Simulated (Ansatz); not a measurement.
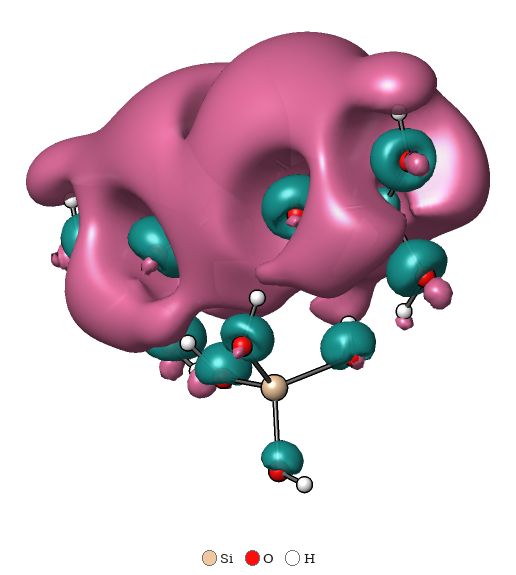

The picture shows: H4O10Si4···H4O4Si. The LUMO at ±0.04 Å⁻³ᐟ² (teal and pink are the two phases), seen at an oblique angle.

Geometry: PBE-D4/def2-SVP.

These are results of RKS PBE0-D4/def2-TZVP in Ansatz, not measurements.

```xyz
27

Si    1.5555   -0.0775    1.3185
Si    1.8364   -0.2493   -1.0549
Si    0.3873    0.0865    3.4157
Si    1.3310   -0.3219   -3.4022
Si   -2.2543    0.2422   -0.1261
O    -0.0947   -0.9913   -3.8286
O    -1.5424    0.0309   -1.6376
O     2.1205    0.1621   -4.7535
O     2.3563   -1.2150   -2.3110
O    -3.8847    0.2146   -0.3826
O    -1.7919   -1.0530    0.8708
O     1.0733    0.8227   -2.1157
O    -1.7742    1.6722    0.5473
O     0.8172   -0.9923    0.0849
O     2.7353    0.4427    0.2169
O     1.7150   -0.8551    2.7825
O     0.5246    1.0848    1.9908
O    -1.0624   -0.6475    3.4788
O     0.7045    0.7778    4.8655
H    -0.8015   -0.8680   -3.1425
H    -0.8496    0.7184   -1.7741
H     3.0805    0.2903   -4.6620
H    -4.4334    0.3819    0.4015
H    -0.9675   -1.4480    0.5003
H    -0.9594    1.6268    1.1042
H    -1.4520   -0.8565    2.5776
H     1.6306    1.0216    5.0354
```

### Where does this orbital lie, and at what energy?

It lies mainly on Si1 (about 20 %), Si2 (about 20 %), O15 (about 10 %), Si3 (about 5 %) and Si4 (about 5 %). Its energy is −1.41 eV.
